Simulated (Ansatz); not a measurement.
# CH3Al+ (quartet): the correlation ladder, cc-pVDZ

How much of the correlation energy of CH3Al+ (quartet) does each wave-function method recover here?

Program: Ansatz 0.2.0, Gaussian basis. Level of theory: cc-pVDZ, core rule «outside noble gas», up to 6 orbitals frozen. These are calculated values, not measurements.

The runs, in order: UHF; CCSD(T) on ROHF; CCSD(T) on UHF; BCCD(T) on ROHF; CISD as a restricted active space (open shells left free, so some higher excitations enter); CCSDT(Q) on ROHF; CCSDT(Q) on UHF.

29 further runs of the same task are left out: 6 for a known fault of the program, 7 that didn't finish, 16 set aside as unsound or not needed. Runs told in other sessions of the task aren't counted.

## 1. The geometry

The geometry is a PBE0/def2-TZVP stationary point (not a proven minimum) of the parent state, kept for this charge and spin.

5 atoms, charge 1, spin multiplicity 4.

Atoms are counted from 1 here; the program's logs count them from 0.

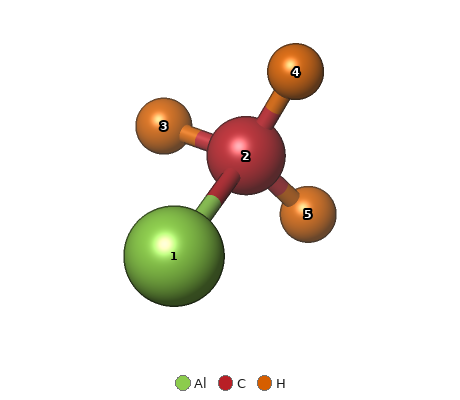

The structure; aluminium green, carbon red, hydrogen orange; atoms are numbered from 1 in the order of the file.

In the tables R marks a restricted open-shell determinant and U an unrestricted one; energies count from the table's Hartree-Fock row.

## 2. UHF

Input file in.yaml:

```yaml
crystal:
  periodic: [false, false, false]
  atoms:
    - {symbol: Al, position_ang: [0.000864, 0.000000, 0.741532]}
    - {symbol: C, position_ang: [0.005120, 0.000000, -1.259674]}
    - {symbol: H, position_ang: [-1.050665, -0.000005, -1.547975]}
    - {symbol: H, position_ang: [0.483252, 0.899581, -1.645861]}
    - {symbol: H, position_ang: [0.483261, -0.899577, -1.645861]}
basis:
  gaussian: {orbitals: cc-pVDZ}
total_charge: 1
magnetization: {spin_polarized: true, initial_magnetization: 3}
hamiltonian: {xc: hf}
output: {orbitals: {seedname: orbitals}}
```

Launch:

```
$ ansatz run in.yaml --threads 1 --pin off --events-out ev --progress --plain --max-ram 2393MiB
```

Log:

```text
Functional definition: HF
  name "HF"
  cite "Fock, Z. Phys. 61, 126 (1930) doi:10.1007/BF01340294"
  parent pbe
  exchange = exact_x
  correlation = 0
442 factors; integrals over basis functions are off by at most 1.0e-3 eV
mean field evaluation 1: about -7646.0091 eV, gradient 2.0e1 eV
mean field evaluation 2: about -7646.0735 eV, gradient 2.0e1 eV
mean field evaluation 4: about -7648.8088 eV, gradient 1.7e0 eV
mean field evaluation 8: about -7648.8673 eV, gradient 1.5e-1 eV
mean field evaluation 16: about -7648.8680 eV, gradient 5.2e-6 eV
mean field evaluation 32: about -7648.7482 eV, gradient 2.1e0 eV
mean field evaluation 64: about -7648.8345 eV, gradient 2.8e-2 eV
mean field evaluation 96: about -7648.8680 eV, gradient 1.7e-2 eV
mean field -7648.86803622 eV, -281.0907157422 hartree, gradient 5.2e-6 eV, S^2 3.755657; 4 other end points of the search recorded, 0 dependent functions left out
reference -7648.86803622 eV, -281.0907157422 hartree; 12, 9 occupied and 35, 38 virtual orbitals, 442 factors
Total energy: -7648.86803622 eV, -281.0907157422 hartree
```

Run time: 0.81 s. Hardware: 1 thread of Arm Neoverse V1, shared host.

From the report: ⟨S²⟩ of the determinant 3.756 (pure quartet: 3.75).

## 3. CCSD(T) on ROHF

in.yaml, as its differences from that of step 2:

```diff
@@ -11,4 +11,3 @@
 total_charge: 1
-magnetization: {spin_polarized: true, initial_magnetization: 3}
-hamiltonian: {xc: hf}
-output: {orbitals: {seedname: orbitals}}
+magnetization: {spin_polarized: false, initial_magnetization: 3}
+correlation: {method: ccsd_t, electrons: outside_noble_gas}
```

Same command.

Log (excerpt; [...] marks lines left out):

```text
Functional definition: HF
  name "HF"
  cite "Fock, Z. Phys. 61, 126 (1930) doi:10.1007/BF01340294"
  parent pbe
[...]
442 factors; integrals over basis functions are off by at most 1.0e-3 eV
[...]
mean field -7648.79518626 eV, -281.0880385556 hartree, gradient 2.6e-6 eV, S^2 3.750000; 10 other end points of the search recorded, 0 dependent functions left out
[...]
determinant -7648.79518626 eV, -281.0880385556 hartree, with singles and doubles -7653.25790473 eV, -281.2520404345 hartree
determinant -7648.76025966 eV, -281.0867550266 hartree, with singles and doubles -7653.22264083 eV, -281.2507445099 hartree
determinant -7645.80295024 eV, -280.9780759098 hartree, with singles and doubles -7650.55544978 eV, -281.1527270467 hartree
determinant -7645.67567412 eV, -280.9733985987 hartree, with singles and doubles -7650.48843198 eV, -281.1502641878 hartree
determinant -7645.66874820 eV, -280.9731440761 hartree, with singles and doubles -7650.43868528 eV, -281.1484360306 hartree
determinant -7645.48279232 eV, -280.9663103233 hartree, with singles and doubles -7650.29526024 eV, -281.1431652575 hartree
determinant -7648.79518626 eV, -281.0880385556 hartree, with singles and doubles -7653.25804625 eV, -281.2520456350 hartree
determinant -7648.76025966 eV, -281.0867550266 hartree, with singles and doubles -7653.22280792 eV, -281.2507506503 hartree
6 core orbitals not correlated: weight in the atoms' cores, before any rotation towards them, 1.000 or more for the frozen orbitals, at most 0.000 for the correlated occupied ones
reference -7648.79518626 eV, -281.0880385556 hartree; 6, 3 occupied and 35, 38 virtual orbitals, 442 factors
second order -3.73267651 eV of doubles, -0.04680233 eV of singles
cycle   1  -4.46285385 eV  change    6.1e-6 eV  update   4.7e-6
perturbative correction -0.09145609 eV, -0.0033609493 hartree
Total energy: -7653.34949620 eV, -281.2554063589 hartree
```

Wall time 5.5 s (1 thread of Arm Neoverse V1, shared host).

From the report: correlation -4.5543 eV; T1 0.013; largest double amplitude 0.04.

## 4. CCSD(T) on UHF

in.yaml, as its differences from that of step 3:

```diff
@@ -11,3 +11,3 @@
 total_charge: 1
-magnetization: {spin_polarized: false, initial_magnetization: 3}
+magnetization: {spin_polarized: true, initial_magnetization: 3}
 correlation: {method: ccsd_t, electrons: outside_noble_gas}
```

Same command.

Log (excerpt; [...] marks lines left out):

```text
Functional definition: HF
  name "HF"
  cite "Fock, Z. Phys. 61, 126 (1930) doi:10.1007/BF01340294"
  parent pbe
[...]
442 factors; integrals over basis functions are off by at most 1.0e-3 eV
[...]
mean field -7648.86803622 eV, -281.0907157422 hartree, gradient 1.5e-6 eV, S^2 3.755657; 12 other end points of the search recorded, 0 dependent functions left out
determinant -7648.86803622 eV, -281.0907157422 hartree, with singles and doubles -7653.25980534 eV, -281.2521102805 hartree
determinant -7648.83457018 eV, -281.0894858879 hartree, with singles and doubles -7653.22460000 eV, -281.2508165080 hartree
determinant -7645.96302662 eV, -280.9839586083 hartree, with singles and doubles -7650.55913780 eV, -281.1528625789 hartree
determinant -7645.88499395 eV, -280.9810909608 hartree, with singles and doubles -7650.49347269 eV, -281.1504494305 hartree
determinant -7645.82929465 eV, -280.9790440491 hartree, with singles and doubles -7650.44242974 eV, -281.1485736369 hartree
determinant -7645.68350069 eV, -280.9736862199 hartree, with singles and doubles -7650.30040514 eV, -281.1433543291 hartree
determinant -7648.86803622 eV, -281.0907157422 hartree, with singles and doubles -7653.25994261 eV, -281.2521153248 hartree
determinant -7648.83457018 eV, -281.0894858879 hartree, with singles and doubles -7653.22474477 eV, -281.2508218281 hartree
6 core orbitals not correlated: weight in the atoms' cores, before any rotation towards them, 1.000 or more for the frozen orbitals, at most 0.000 for the correlated occupied ones
reference -7648.86803622 eV, -281.0907157422 hartree; 6, 3 occupied and 35, 38 virtual orbitals, 442 factors
second order -3.70932796 eV of doubles, -0.00000000 eV of singles
cycle   1  -4.39190550 eV  change    8.9e-7 eV  update   1.8e-6
perturbative correction -0.09063123 eV, -0.0033306363 hartree
Total energy: -7653.35057295 eV, -281.2554459286 hartree
```

Run time: 5.5 s. Hardware: 1 thread of Arm Neoverse V1, shared host.

From the report: ⟨S²⟩ of the determinant 3.756 (pure quartet: 3.75); correlation -4.4825 eV; T1 0.008; largest double amplitude 0.04.

## 5. BCCD(T) on ROHF

in.yaml, as its differences from that of step 4:

```diff
@@ -11,3 +11,3 @@
 total_charge: 1
-magnetization: {spin_polarized: true, initial_magnetization: 3}
-correlation: {method: ccsd_t, electrons: outside_noble_gas}
+magnetization: {spin_polarized: false, initial_magnetization: 3}
+correlation: {method: bccd_t, electrons: outside_noble_gas}
```

Launched as before.

Log (excerpt; [...] marks lines left out):

```text
Functional definition: HF
  name "HF"
  cite "Fock, Z. Phys. 61, 126 (1930) doi:10.1007/BF01340294"
  parent pbe
[...]
442 factors; integrals over basis functions are off by at most 1.0e-3 eV
[...]
mean field -7648.79518626 eV, -281.0880385556 hartree, gradient 2.6e-6 eV, S^2 3.750000; 10 other end points of the search recorded, 0 dependent functions left out
[...]
determinant -7648.79518626 eV, -281.0880385556 hartree, with singles and doubles -7653.25790473 eV, -281.2520404345 hartree
determinant -7648.76025966 eV, -281.0867550266 hartree, with singles and doubles -7653.22264083 eV, -281.2507445099 hartree
determinant -7645.80295024 eV, -280.9780759098 hartree, with singles and doubles -7650.55544978 eV, -281.1527270467 hartree
determinant -7645.67567412 eV, -280.9733985987 hartree, with singles and doubles -7650.48843198 eV, -281.1502641878 hartree
determinant -7645.66874820 eV, -280.9731440761 hartree, with singles and doubles -7650.43868528 eV, -281.1484360306 hartree
determinant -7645.48279232 eV, -280.9663103233 hartree, with singles and doubles -7650.29526024 eV, -281.1431652575 hartree
determinant -7648.79518626 eV, -281.0880385556 hartree, with singles and doubles -7653.25804625 eV, -281.2520456350 hartree
determinant -7648.76025966 eV, -281.0867550266 hartree, with singles and doubles -7653.22280792 eV, -281.2507506503 hartree
6 core orbitals not correlated: weight in the atoms' cores, before any rotation towards them, 1.000 or more for the frozen orbitals, at most 0.000 for the correlated occupied ones
reference -7648.79518626 eV, -281.0880385556 hartree; 6, 3 occupied and 35, 38 virtual orbitals, 442 factors
second order -3.73267651 eV of doubles, -0.04680233 eV of singles
cycle   1  -4.46177093 eV  change    1.1e-3 eV  update   2.0e-3
[...]
cycle   7  -4.46099191 eV  change    1.0e-7 eV  update   9.6e-6
perturbative correction -0.09331531 eV, -0.0034292745 hartree
Total energy: -7653.34949348 eV, -281.2554062589 hartree
```

Run time: 6 s. Hardware: 1 thread of Arm Neoverse V1, shared host.

From the report: correlation -4.5543 eV; largest double amplitude 0.04.

## 6. CISD as a restricted active space (open shells left free, so some higher excitations enter)

in.yaml, as its differences from that of step 5:

```diff
@@ -12,2 +12,2 @@
 magnetization: {spin_polarized: false, initial_magnetization: 3}
-correlation: {method: bccd_t, electrons: outside_noble_gas}
+correlation: {active_space: {ras: {orbitals: [3, 3, 35], electrons: 9, max_holes: 2, max_particles: 2}, fixed_orbitals: true}}
```

Launched as before.

Log:

```text
Functional definition: HF
  name "HF"
  cite "Fock, Z. Phys. 61, 126 (1930) doi:10.1007/BF01340294"
  parent pbe
  exchange = exact_x
  correlation = 0
442 factors; integrals over basis functions are off by at most 1.0e-3 eV
mean field evaluation 1: about -7646.2141 eV, gradient 2.4e1 eV
mean field evaluation 2: about -7646.2717 eV, gradient 2.4e1 eV
mean field evaluation 4: about -7648.7631 eV, gradient 1.5e0 eV
mean field evaluation 8: about -7648.7952 eV, gradient 1.5e-3 eV
mean field evaluation 16: about -7648.7471 eV, gradient 6.0e-1 eV
mean field evaluation 32: about -7648.7834 eV, gradient 7.6e-2 eV
mean field evaluation 64: about -7648.6883 eV, gradient 1.9e0 eV
mean field -7648.79518626 eV, -281.0880385556 hartree, gradient 2.6e-6 eV, S^2 3.750000; 6 other end points of the search recorded, 0 dependent functions left out
reference -7648.79518626 eV, -281.0880385556 hartree; 12, 9 occupied and 35, 38 virtual orbitals, 442 factors
state -7653.07468191 eV, -281.2453071198 hartree
Total energy: -7653.07468191 eV, -281.2453071198 hartree
```

It took 4.7 s on 1 thread of Arm Neoverse V1, shared host.

From the report: 74,847 determinants.

## 7. CCSDT(Q) on ROHF

in.yaml, as its differences from that of step 6:

```diff
@@ -12,2 +12,2 @@
 magnetization: {spin_polarized: false, initial_magnetization: 3}
-correlation: {active_space: {ras: {orbitals: [3, 3, 35], electrons: 9, max_holes: 2, max_particles: 2}, fixed_orbitals: true}}
+correlation: {method: ccsdt_q, electrons: outside_noble_gas}
```

Same command.

Log (excerpt; [...] marks lines left out):

```text
Functional definition: HF
  name "HF"
  cite "Fock, Z. Phys. 61, 126 (1930) doi:10.1007/BF01340294"
  parent pbe
[...]
898 factors; integrals over basis functions are off by at most 1.9e-7 eV
[...]
mean field -7648.79523582 eV, -281.0880403766 hartree, gradient 2.6e-6 eV, S^2 3.750000; 10 other end points of the search recorded, 0 dependent functions left out
[...]
determinant -7648.79523582 eV, -281.0880403766 hartree, with singles and doubles -7653.25793242 eV, -281.2520414519 hartree
determinant -7648.76030967 eV, -281.0867568643 hartree, with singles and doubles -7653.22266896 eV, -281.2507455435 hartree
determinant -7645.80299679 eV, -280.9780776207 hartree, with singles and doubles -7650.55548293 eV, -281.1527282649 hartree
determinant -7645.67571971 eV, -280.9734002741 hartree, with singles and doubles -7650.48846451 eV, -281.1502653832 hartree
determinant -7645.66879484 eV, -280.9731457901 hartree, with singles and doubles -7650.43871773 eV, -281.1484372231 hartree
determinant -7645.48283865 eV, -280.9663120261 hartree, with singles and doubles -7650.29529306 eV, -281.1431664635 hartree
determinant -7648.79523582 eV, -281.0880403766 hartree, with singles and doubles -7653.25807397 eV, -281.2520466538 hartree
determinant -7648.76030967 eV, -281.0867568643 hartree, with singles and doubles -7653.22283640 eV, -281.2507516969 hartree
6 core orbitals not correlated: weight in the atoms' cores, before any rotation towards them, 1.000 or more for the frozen orbitals, at most 0.000 for the correlated occupied ones
reference -7648.79523582 eV, -281.0880403766 hartree; 6, 3 occupied and 35, 38 virtual orbitals, 898 factors
second order -3.73267964 eV of doubles, -0.04680236 eV of singles
cycle   1  -4.28338159 eV  change   -5.0e-1 eV  update   5.2e-2
[...]
cycle  17  -4.56922325 eV  change   -7.7e-7 eV  update   1.1e-6
perturbative correction -0.00380546 eV, -0.0001398481 hartree
Total energy: -7653.36826453 eV, -281.2560960821 hartree
```

It took 29 s on 1 thread of Arm Neoverse V1, shared host; peak memory 0.35 GiB.

From the report: correlation -4.5730 eV; T1 0.013; largest double amplitude 0.04.

## 8. CCSDT(Q) on UHF

in.yaml, as its differences from that of step 7:

```diff
@@ -11,3 +11,3 @@
 total_charge: 1
-magnetization: {spin_polarized: false, initial_magnetization: 3}
+magnetization: {spin_polarized: true, initial_magnetization: 3}
 correlation: {method: ccsdt_q, electrons: outside_noble_gas}
```

The command is unchanged.

Log (excerpt; [...] marks lines left out):

```text
Functional definition: HF
  name "HF"
  cite "Fock, Z. Phys. 61, 126 (1930) doi:10.1007/BF01340294"
  parent pbe
[...]
898 factors; integrals over basis functions are off by at most 1.9e-7 eV
[...]
mean field -7648.86808580 eV, -281.0907175643 hartree, gradient 1.5e-6 eV, S^2 3.755657; 12 other end points of the search recorded, 0 dependent functions left out
determinant -7648.86808580 eV, -281.0907175643 hartree, with singles and doubles -7653.25983298 eV, -281.2521112963 hartree
determinant -7648.83462023 eV, -281.0894877271 hartree, with singles and doubles -7653.22462793 eV, -281.2508175343 hartree
determinant -7645.96307380 eV, -280.9839603421 hartree, with singles and doubles -7650.55917156 eV, -281.1528638194 hartree
determinant -7645.88504019 eV, -280.9810926599 hartree, with singles and doubles -7650.49350553 eV, -281.1504506376 hartree
determinant -7645.82934171 eV, -280.9790457785 hartree, with singles and doubles -7650.44246312 eV, -281.1485748634 hartree
determinant -7645.68354747 eV, -280.9736879392 hartree, with singles and doubles -7650.30043854 eV, -281.1433555563 hartree
determinant -7648.86808580 eV, -281.0907175643 hartree, with singles and doubles -7653.25997034 eV, -281.2521163441 hartree
determinant -7648.83462023 eV, -281.0894877271 hartree, with singles and doubles -7653.22477280 eV, -281.2508228583 hartree
6 core orbitals not correlated: weight in the atoms' cores, before any rotation towards them, 1.000 or more for the frozen orbitals, at most 0.000 for the correlated occupied ones
reference -7648.86808580 eV, -281.0907175643 hartree; 6, 3 occupied and 35, 38 virtual orbitals, 898 factors
second order -3.70933100 eV of doubles, -0.00000000 eV of singles
cycle   1  -4.21052211 eV  change   -5.0e-1 eV  update   5.2e-2
[...]
cycle  18  -4.49752749 eV  change   -3.6e-7 eV  update   9.4e-7
perturbative correction -0.00383121 eV, -0.0001407942 hartree
Total energy: -7653.36944450 eV, -281.2561394454 hartree
```

Run time: 27 s. Hardware: 1 thread of Arm Neoverse V1, shared host; peak memory 0.3 GiB.

From the report: ⟨S²⟩ of the determinant 3.756 (pure quartet: 3.75); correlation -4.5014 eV; T1 0.008; largest double amplitude 0.04.

## 9. Misses and costs

The yardstick is UCCSDT(Q), where the cluster series has nearly closed. Rows without a time are mean-field rows or come out of runs for another level: lower rungs of the coupled-cluster runs, or the Hartree-Fock search.

Differences are taken before rounding.

```tsv
method	energy from the lowest ROHF (kcal/mol)	from UCCSDT(Q) (kcal/mol)	time
ROHF	0.00	+105.48	
UHF	-1.68	+103.80	
RMP2	-87.16	+18.33	
UMP2	-87.22	+18.27	
CISD	-98.69	+6.80	4.7 s
RCCSD	-102.92	+2.57	
UCCSD	-102.96	+2.53	
RCCSD(T)	-105.02	+0.46	5.5 s
UCCSD(T)	-105.05	+0.44	5.5 s
BCCD(T)	-105.02	+0.46	6 s
RCCSDT	-105.37	+0.11	
UCCSDT	-105.40	+0.09	
RCCSDT(Q)	-105.46	+0.03	29 s
UCCSDT(Q)	-105.48	0	27 s
```

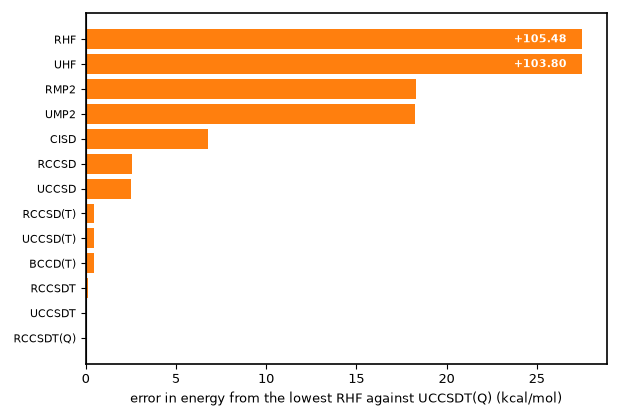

Deviations from UCCSDT(Q), method by method. Bars with a number in them are cut short.

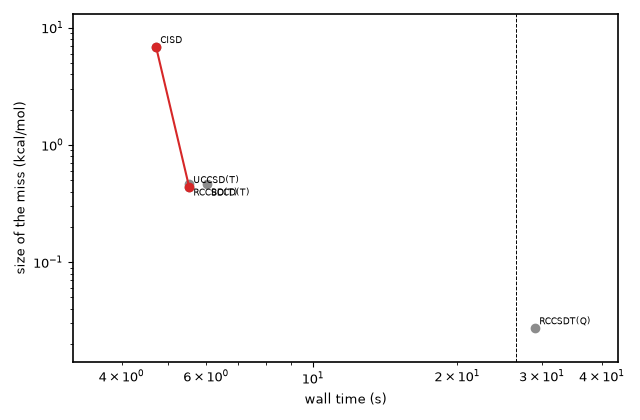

Miss against cost. Red marks the levels that no quicker level drawn beats (of those quicker than the yardstick), and the dashed line is the time of UCCSDT(Q). Times are from a shared host.

## 10. Summary of results

| quantity | value |
| --- | --- |
| UCCSDT(Q) from the ROHF energy | -4.5743 eV |
| RMP2 from UCCSDT(Q) | +18.33 kcal/mol |
| UMP2 from UCCSDT(Q) | +18.27 kcal/mol |
| RCCSD from UCCSDT(Q) | +2.57 kcal/mol |
| RCCSD(T) from UCCSDT(Q) | +0.46 kcal/mol |
| UCCSD(T) from UCCSDT(Q) | +0.44 kcal/mol |
| RCCSDT(Q) from UCCSDT(Q) | +0.03 kcal/mol |
| levels within 1 kcal/mol (43 meV) | RCCSD(T), UCCSD(T), BCCD(T), RCCSDT, UCCSDT, RCCSDT(Q) |
| T1 diagnostic | 0.013 |

RCCSD(T) lands +0.46 kcal/mol from the yardstick (0.4 % of the correlation energy). These misses are within one basis, not against nature; the frozen cores of restricted and unrestricted runs differ, which can shift their rows.

With open shells the CI space here admits some higher excitations, so it is larger than plain CISD.

For cost: UCCSD(T) gets within 0.44 kcal/mol in 5.5 s, where UCCSDT(Q) took 27 s; the quickest level in the cost chart, CISD, takes 4.7 s and misses by 6.80 kcal/mol.
